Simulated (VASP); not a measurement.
Shape and ions are relaxed at each volume.

Energy against volume of ZnF2 (rutile). Calculation: MS2 meta-GGA, VASP's PBE PAW potentials (set 64) (plane waves; VASP).

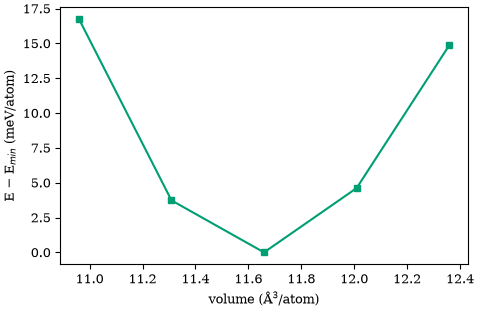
Figure. Energy against volume

Question: Estimate the equilibrium volume and the bulk modulus.

Answer: The minimum lies near 11.6 Å³/atom, and the curvature gives B0 of about 120 GPa.

The compound is ZnF2 in the rutile structure. It was relaxed first.
